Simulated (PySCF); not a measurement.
```xyz
21

C     3.4315   -0.3410   -1.1555
C     2.1549   -0.4968   -0.7869
C     1.3162    0.5685   -0.2592
N     1.7594    1.8487   -0.0772
N     0.8128    2.5729    0.3987
N    -0.2583    1.7890    0.5344
C    -0.0118    0.5149    0.1433
C    -1.0287   -0.5806    0.1645
C    -2.1347   -0.3348   -0.8646
C    -1.5969   -0.7998    1.5674
H     4.0138   -1.1785   -1.5446
H     3.9171    0.6346   -1.0723
H     1.6810   -1.4801   -0.8753
H    -1.1151    2.1807    0.9049
H    -0.4926   -1.4974   -0.1288
H    -2.7192    0.5654   -0.6135
H    -2.8330   -1.1849   -0.8959
H    -1.7169   -0.1929   -1.8717
H    -2.1670    0.0786    1.9123
H    -0.7975   -0.9904    2.2979
H    -2.2853   -1.6582    1.5769
```

Geometry: PBE0-D3(BJ)/def2-SVP.

All numbers below come from PySCF 2.14.0, CAM-B3LYP/def2-SVPD, SCF density, gas phase.

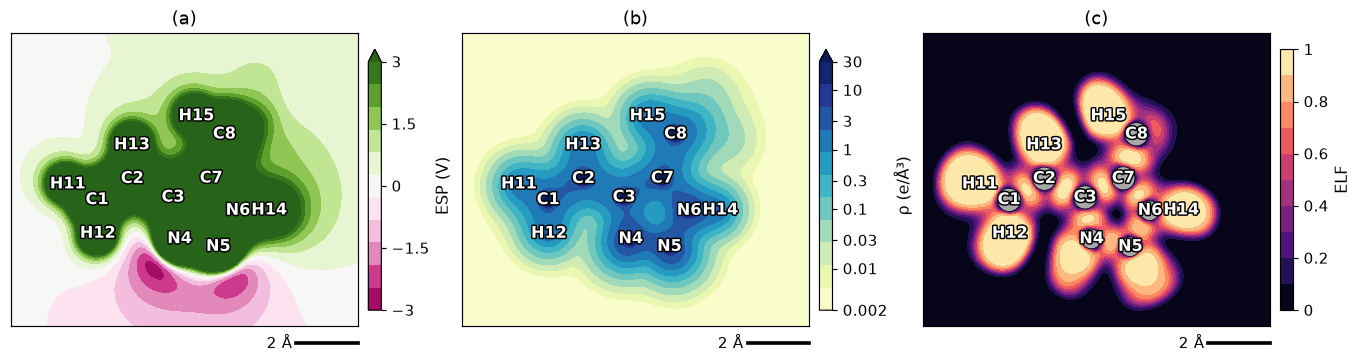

C₇H₁₁N₃ (SMILES C=Cc1nn[nH]c1C(C)C). (a) electrostatic potential; (b) electron density; (c) ELF on the plane of atoms N4, C3 and C7. Grey discs cover the atomic cores in the ELF map.

### What does the map show?

- The section cuts through C, N and H sites.
- N–N (1.28 Å): the density is about 2.9 e/Å³ at the midpoint; the ELF peaks at about 0.90 between the atoms; localised, covalent bonding.
- C–C (1.34 Å): ρ at the midpoint is about 2.3 e/Å³; the ELF peaks at about 0.95 between the atoms (a short, multiple covalent bond).
- C–N (1.36 Å): ρ at the midpoint is about 2.3 e/Å³; the ELF peaks at about 0.90 between the atoms: localised, covalent bonding.
- N–H (1.01 Å): ρ is about 2.9 e/Å³ halfway; the ELF climbs to about 1 towards the hydrogen, as it does in any bond to H: a covalent bond by its length.
- N–N (1.33 Å): ρ is about 2.6 e/Å³ halfway; the ELF peaks at about 0.90 between the atoms (a covalent bond).
- The ELF also peaks beside N5 and N4, away from the bonds: lone-pair regions.
- Outside the dense part of the molecule the potential is most negative (−2.7 V) near N4.
